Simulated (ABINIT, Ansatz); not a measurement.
# CaHClO (P6_3mc): bands and cutoff in G0W0 with ABINIT

Wanted: a converged G0W0 gap of CaHClO (P6_3mc), or an estimate of the limit.

Program: ABINIT 10.8.3. Level of theory: LDA and many-body steps on it, plane waves. Results are calculated unless marked as measured.

## 1. The structure

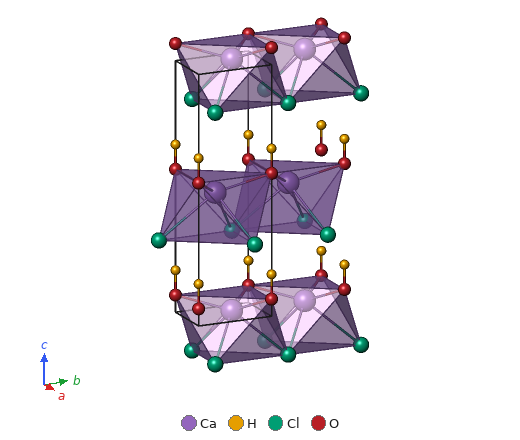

The cell as given, slightly off an axis (calcium purple, hydrogen orange, chlorine teal, oxygen red). 1×2×1 cells are drawn. Some periodic images of atoms are drawn too.

The cell and positions are those that the Materials Project relaxed with its own functionals (PBE, PBE+U or r2SCAN), kept fixed.

## 2. Empty states on the mesh, 3×3×2 mesh, 443 bands

This step: ABINIT 10.8.3; DFT, LDA, plane waves, norm-conserving pseudopotentials.

The sums over transitions need many empty states on a uniform mesh; this step solves for them.

run.abi reads:

```
acell 3*1.0 Angstrom
rprim 
  3.869837503795 0.000000000001 0.000000000000
  -1.934918751899 3.351377586804 0.000000000000
  0.000000000000 0.000000000000 9.809829070000
ntypat 4
znucl 20 1 17 8
natom 8
typat 1 1 2 2 3 3 4 4
xred 
  0.333333333333 0.666666666667 0.000072350000
  0.666666666667 0.333333333333 0.500072350000
  0.000000000000 0.000000000000 0.166937970000
  0.000000000000 0.000000000000 0.666937970000
  0.333333333333 0.666666666667 0.316666000000
  0.666666666667 0.333333333333 0.816666000000
  0.000000000000 0.000000000000 0.068122680000
  0.000000000000 0.000000000000 0.568122680000
pp_dirpath "pseudos"
pseudos "Ca.upf, H.upf, Cl.upf, O.upf"
ecut 36
ngkpt 3 3 2
nshiftk 1
shiftk 0 0 0
kptopt 1
chksymbreak 0
iscf -2
irdden 1
istwfk *1
nband 443
nbdbuf 40
tolwfr 1e-09
nstep 60
prtvol 0
indata_prefix "in"
outdata_prefix "out"
tmpdata_prefix "tmp"
```

Run with:

```console
$ OMP_NUM_THREADS=1 mpirun -n 4 abinit run.abi > log
```

Numbers of over 12 decimals in the logs are rounded to 6 here.

The log of the run:

```text
.Version 10.8.3 of ABINIT. v10.8.2 released Aug 2026.

 Symmetries : space group P6_3 m c (#186); Bravais hP (primitive hexag.)
[... echo of the input left out ...]
== DATASET  1 ==================================================================
-   mpi_nproc: 4, omp_nthreads: 1 (-1 if OMP is not activated)

--- !DatasetInfo
iteration_state: {dtset: 1, }
dimensions: {natom: 8, nkpt: 6, mband: 443, nsppol: 1, nspinor: 1, nspden: 1, mpw: 8886, }
cutoff_energies: {ecut:  36.0, pawecutdg:  -1.0, }
[...]
4.26951    4.28605    4.29043    4.29186    4.30099    4.30099    4.32241    4.32242
   4.32839    4.35203    4.36250    4.36253    4.36933    4.36961    4.38509    4.38614
   4.39328    4.40925    4.43761
 prteigrs : prtvol=0 or 1, do not print more k-points.

== END DATASET(S) ==============================================================
================================================================================

 -outvars: echo values of variables after computation  --------
            nband         443
             nkpt           6
          spgroup         186
 [... the other variables as echoed above ...]

 Calculation completed.
```

Elapsed: 11 min, on 4 MPI ranks of Arm Neoverse V1, shared host; peak memory 0.79 GiB; 44 min of CPU time.

Numbers from this step:

```yaml
gap: 5.066 eV
k_of_the_valence_top: 0, 0, 0
k_of_the_conduction_bottom: 0, 0, 0
least_direct_gap: 5.066 eV
k_points_computed: 6
lowest_point_of_the_top_converged_band_above_the_valence_top: 112.2755 eV
```

On this mesh the gap is 5.066 eV.

The density comes from a self-consistent run that is not shown.

## 3. Screening, 3×3×2 mesh, 71 bands, screening to 76.2 eV

The RPA dielectric matrix is built and inverted for each q.

This step: RPA screening on LDA, plane waves, norm-conserving pseudopotentials.

Changes to run.abi since step 2:

```diff
@@ -26,10 +26,11 @@
 chksymbreak 0
-iscf -2
-irdden 1
 istwfk *1
-nband 443
-nbdbuf 40
-tolwfr 1e-09
-nstep 60
-prtvol 0
+occopt 1
+irdwfk 1
+optdriver 3
+nband 71
+ecuteps 2.8
+inclvkb 2
+awtr 1
+symchi 1
 indata_prefix "in"
```

The log of the run:

```text
.Version 10.8.3 of ABINIT. v10.8.2 released Aug 2026.

 Symmetries : space group P6_3 m c (#186); Bravais hP (primitive hexag.)
[... echo of the input left out ...]
== DATASET  1 ==================================================================
-   mpi_nproc: 4, omp_nthreads: 1 (-1 if OMP is not activated)

--- !DatasetInfo
iteration_state: {dtset: 1, }
dimensions: {natom: 8, nkpt: 6, mband: 71, nsppol: 1, nspinor: 1, nspden: 1, mpw: 8886, }
cutoff_energies: {ecut:  36.0, pawecutdg:  -1.0, }
electrons: {nelect:   4.80000000E+01, charge:   0.00000000E+00, occopt:   1.00000000E+00, tsmear:   1.00000000E-02, }

 SCREENING: Calculation of the susceptibility and dielectric matrices

 Based on a program developped by R.W. Godby, V. Olevano, G. Onida, and L. Reining.
 Incorporated in ABINIT by V. Olevano, G.-M. Rignanese, and M. Torrent.
.Using double precision arithmetic ; gwpc =  8

[... cell and pseudopotentials left out ...]
--------------------------------------------------------------------------------

 ==== K-mesh for the wavefunctions ====
 Number of points in the irreducible wedge :     6
[... list of points left out ...]
 Together with 12 symmetry operations and time-reversal symmetry
 yields    18 points in the full Brillouin Zone.

 ==== Q-mesh for the screening function ====
 Number of points in the irreducible wedge :     6
[... list of points left out ...]
 Together with 12 symmetry operations and time-reversal symmetry
 yields    18 points in the full Brillouin Zone.

 setmesh: FFT mesh size selected  =    24x   24x   64
          total number of points  =        36864

 vcoul_init : cutoff-mode = AUXILIARY_FUNCTION
 q-points for optical limit:   1
     1)      0.000010    0.000020    0.000030

- screening: taking advantage of time-reversal symmetry
- Maximum band index for partially occupied states nbvw = 24
- Remaining bands to be divided among processors   nbcw = 47
- Number of bands treated by each node ~11

 Number of electrons calculated from density =   48.0000; Expected =   48.0000
 average of density, n =  0.055907
 r_s =    1.6224
 omega_plasma =   22.8081 [eV]

 calculating chi0 at frequencies [eV] :
  1    0.000000E+00    0.000000E+00
  2    0.000000E+00    2.280810E+01

--------------------------------------------------------------------------------
  q-point number  1        q = ( 0.000000, 0.000000, 0.000000) [r.l.u.]
--------------------------------------------------------------------------------
[... chi0 elements left out ...]
 For q-point:  0.000010 0.000020 0.000030
  dielectric constant =   2.9439
  dielectric constant without local fields =   3.3339

  Average fulfillment of the sum rule on Im[epsilon] for q-point    1 :     48.98  [%]
[... wings left out ...]
  q-point number  2        q = ( 0.333333, 0.000000, 0.000000) [r.l.u.]
--------------------------------------------------------------------------------
[... chi0 elements left out ...]
  Average fulfillment of the sum rule on Im[epsilon] for q-point    2 :     48.24  [%]

 [... 4 further q-points ...]
```

Run time: 28 s. Hardware: 4 MPI ranks; peak memory 1.2 GiB.

This step gave:

* ε∞ with local fields, on this mesh, along the program's q direction: 2.944
* the same without local fields: 3.334
* plasma frequency: 22.81 eV
* plane waves in the screening matrix: 187

Local fields lower ε∞ by 12 %. On a Γ-centred mesh this coarse the value itself is usually too large, while a short band sum pulls it down.

## 4. 71 bands, 76.2 eV

The self-energy is evaluated for the states that the input lists, and the levels follow from it, in one-shot runs by the linearised quasiparticle equation.

This step: G0W0 on LDA, plane waves, norm-conserving pseudopotentials.

Changes to run.abi since step 3:

```diff
@@ -29,8 +29,15 @@
 irdwfk 1
-optdriver 3
+optdriver 4
 nband 71
+gwcalctyp 0
+ecutsigx 36
+symsigma 1
+nkptgw 1
+kptgw 
+  0.0000000000 0.0000000000 0.0000000000
+bdgw 
+  23 26
 ecuteps 2.8
-inclvkb 2
-awtr 1
-symchi 1
+irdscr 1
+ppmodel 1
 indata_prefix "in"
```

The log of the run:

```text
.Version 10.8.3 of ABINIT. v10.8.2 released Aug 2026.

 Symmetries : space group P6_3 m c (#186); Bravais hP (primitive hexag.)
[... echo of the input left out ...]
== DATASET  1 ==================================================================
-   mpi_nproc: 4, omp_nthreads: 1 (-1 if OMP is not activated)

--- !DatasetInfo
iteration_state: {dtset: 1, }
dimensions: {natom: 8, nkpt: 6, mband: 71, nsppol: 1, nspinor: 1, nspden: 1, mpw: 8886, }
cutoff_energies: {ecut:  36.0, pawecutdg:  -1.0, }
electrons: {nelect:   4.80000000E+01, charge:   0.00000000E+00, occopt:   1.00000000E+00, tsmear:   1.00000000E-02, }

 SIGMA: Calculation of the GW corrections

 Based on a program developped by R.W. Godby, V. Olevano, G. Onida, and L. Reining.
 Incorporated in ABINIT by V. Olevano, G.-M. Rignanese, and M. Torrent.
.Using double precision arithmetic ; gwpc =  8

[... cell and pseudopotentials left out ...]
--------------------------------------------------------------------------------

 ==== K-mesh for the wavefunctions ====
 Number of points in the irreducible wedge :     6
[... list of points left out ...]
 Together with 12 symmetry operations and time-reversal symmetry
 yields    18 points in the full Brillouin Zone.

 ==== Q-mesh for screening function ====
 Number of points in the irreducible wedge :     6
[... list of points left out ...]
 Together with 12 symmetry operations and time-reversal symmetry
 yields    18 points in the full Brillouin Zone.

 vcoul_init : cutoff-mode = AUXILIARY_FUNCTION
 q-points for optical limit:   1
     1)      0.000010    0.000020    0.000030
 setmesh: FFT mesh size selected  =    36x   36x  108
          total number of points  =       139968

 Number of electrons calculated from density =   48.0000; Expected =   48.0000
 average of density, n =  0.055907
 r_s =    1.6224
 omega_plasma =   22.8081 [eV]

 === KS Band Gaps ===
  >>>> For spin  1
   Minimum direct gap =   5.0657 [eV], located at k-point      :   0.0000  0.0000  0.0000
   Fundamental gap    =   5.0657 [eV], Top of valence bands at :   0.0000  0.0000  0.0000
                                       Bottom of conduction at :   0.0000  0.0000  0.0000
 SIGMA fundamental parameters:
 PLASMON POLE MODEL  1
 number of plane-waves for SigmaX                 8847
 number of plane-waves for SigmaC and W            187
 number of plane-waves for wavefunctions          8847
 number of bands                                    71
 number of independent spin polarizations            1
 number of spinorial components                      1
 number of k-points in IBZ                           6
 number of q-points in IBZ                           6
 number of symmetry operations                      12
 number of k-points in BZ                           18
 number of q-points in BZ                           18
 number of frequencies for dSigma/dE                 9
 frequency step for dSigma/dE [eV]                0.25
 number of omega for Sigma on real axis              0
 max omega for Sigma on real axis  [eV]           0.00
 zcut for avoiding poles [eV]                     0.10

 EPSILON^-1 parameters (SCR file):
 dimension of the eps^-1 matrix on file            187
 dimension of the eps^-1 matrix used               187
 number of plane-waves for wavefunctions          8847
 number of bands                                    71
 number of q-points in IBZ                           6
 number of frequencies                               2
 number of real frequencies                          1
 number of imag frequencies                          1

 matrix elements of self-energy operator (all in [eV])

 Perturbative Calculation

--- !SelfEnergy_ee
iteration_state: {dtset: 1, }
kpoint     : [   0.000,    0.000,    0.000, ]
spin       : 1
KS_gap     :    5.066
QP_gap     :    7.656
Delta_QP_KS:    2.590
data: !SigmaeeData |
     Band     E0 <VxcDFT>   SigX SigC(E0)      Z dSigC/dE  Sig(E)    E-E0       E
       23   0.926 -15.754 -20.089   3.303   0.817  -0.224 -16.598  -0.844   0.082
       24   0.926 -15.754 -20.089   3.303   0.817  -0.224 -16.598  -0.844   0.082
       25   5.992  -9.638  -4.893  -2.731   0.867  -0.153  -7.892   1.746   7.738
       26   6.916 -10.917  -5.289  -2.788   0.860  -0.162  -8.473   2.444   9.360

== END DATASET(S) ==============================================================
================================================================================

 -outvars: echo values of variables after computation  --------
           etotal      0.0000000000E+00
            nband          71
             nkpt           6
          spgroup         186
 [... the other variables as echoed above ...]

 Calculation completed.
```

Elapsed: 6.2 s, on 4 MPI ranks; peak memory 0.87 GiB; 24 s of CPU time.

This step gave:

```
G0W0 gap on the points computed              : 7.656 eV
starting gap on the mesh                     : 5.066 eV
k of the valence top                         : 0, 0, 0
k of the conduction bottom                   : 0, 0, 0
Z at the valence top                         : 0.817
Z at the conduction bottom                   : 0.867
least direct G0W0 gap on the computed points : 7.656 eV
```

The gap on the mesh goes from 5.07 eV to 7.66 eV, a correction of +2.59 eV.

## 5. Screening, 3×3×2 mesh, 178 bands, screening to 141.5 eV

This step: RPA screening on LDA, plane waves, norm-conserving pseudopotentials.

Changes to run.abi since step 4:

```diff
@@ -29,15 +29,8 @@
 irdwfk 1
-optdriver 4
-nband 71
-gwcalctyp 0
-ecutsigx 36
-symsigma 1
-nkptgw 1
-kptgw 
-  0.0000000000 0.0000000000 0.0000000000
-bdgw 
-  23 26
-ecuteps 2.8
-irdscr 1
-ppmodel 1
+optdriver 3
+nband 178
+ecuteps 5.2
+inclvkb 2
+awtr 1
+symchi 1
 indata_prefix "in"
```

The log of the run:

```text
.Version 10.8.3 of ABINIT. v10.8.2 released Aug 2026.

 Symmetries : space group P6_3 m c (#186); Bravais hP (primitive hexag.)
[... echo of the input left out ...]
== DATASET  1 ==================================================================
-   mpi_nproc: 4, omp_nthreads: 1 (-1 if OMP is not activated)

--- !DatasetInfo
iteration_state: {dtset: 1, }
dimensions: {natom: 8, nkpt: 6, mband: 178, nsppol: 1, nspinor: 1, nspden: 1, mpw: 8886, }
cutoff_energies: {ecut:  36.0, pawecutdg:  -1.0, }
electrons: {nelect:   4.80000000E+01, charge:   0.00000000E+00, occopt:   1.00000000E+00, tsmear:   1.00000000E-02, }

 SCREENING: Calculation of the susceptibility and dielectric matrices

 Based on a program developped by R.W. Godby, V. Olevano, G. Onida, and L. Reining.
 Incorporated in ABINIT by V. Olevano, G.-M. Rignanese, and M. Torrent.
.Using double precision arithmetic ; gwpc =  8

[... cell and pseudopotentials left out ...]
--------------------------------------------------------------------------------

 ==== K-mesh for the wavefunctions ====
 Number of points in the irreducible wedge :     6
[... list of points left out ...]
 Together with 12 symmetry operations and time-reversal symmetry
 yields    18 points in the full Brillouin Zone.

 ==== Q-mesh for the screening function ====
 Number of points in the irreducible wedge :     6
[... list of points left out ...]
 Together with 12 symmetry operations and time-reversal symmetry
 yields    18 points in the full Brillouin Zone.

 setmesh: FFT mesh size selected  =    24x   24x   72
          total number of points  =        41472

 vcoul_init : cutoff-mode = AUXILIARY_FUNCTION
 q-points for optical limit:   1
     1)      0.000010    0.000020    0.000030

- screening: taking advantage of time-reversal symmetry
- Maximum band index for partially occupied states nbvw = 24
- Remaining bands to be divided among processors   nbcw = 154
- Number of bands treated by each node ~38

 Number of electrons calculated from density =   48.0000; Expected =   48.0000
 average of density, n =  0.055907
 r_s =    1.6224
 omega_plasma =   22.8081 [eV]

 calculating chi0 at frequencies [eV] :
  1    0.000000E+00    0.000000E+00
  2    0.000000E+00    2.280810E+01

--------------------------------------------------------------------------------
  q-point number  1        q = ( 0.000000, 0.000000, 0.000000) [r.l.u.]
--------------------------------------------------------------------------------
[... chi0 elements left out ...]
 For q-point:  0.000010 0.000020 0.000030
  dielectric constant =   2.9534
  dielectric constant without local fields =   3.3699

  Average fulfillment of the sum rule on Im[epsilon] for q-point    1 :     67.14  [%]
[... wings left out ...]
  q-point number  2        q = ( 0.333333, 0.000000, 0.000000) [r.l.u.]
--------------------------------------------------------------------------------
[... chi0 elements left out ...]
  Average fulfillment of the sum rule on Im[epsilon] for q-point    2 :     67.25  [%]

 [... 4 further q-points ...]
```

Elapsed: 2 min, on 4 MPI ranks; peak memory 1.8 GiB.

This step gave:

```
ε∞ with local fields, on this mesh, along the program's q direction : 2.953
the same without local fields                                       : 3.370
plasma frequency                                                    : 22.81 eV
plane waves in the screening matrix                                 : 499
```

[end of part 1 of 2]

[Paths, hosts, dates, memory and timing lines, banners, echoed tables and standing remarks are left out of the program output.]

[Logs are printed without paths, hosts, clocks, repeated set-up lines and the standing remarks that a program may print on its own settings, such as how far it seeks lower states.]

[Runs of the session that timed out or met a known fault of the program may be left out.]

[Hosts, paths, dates, database ids (printed as entryN), source tags and the programs' standing remarks are cut or masked in the printed files.]

[G0W0 gaps are taken among the corrected bands and points alone; a level outside them can change the order at an edge.]

[Where Ansatz stands beside ABINIT at settings called matched, ABINIT's density can come from a denser mesh and the files from another edition; pairs whose starting gaps differed by over 0.03 eV were left out, so agreement reads better than it is.]
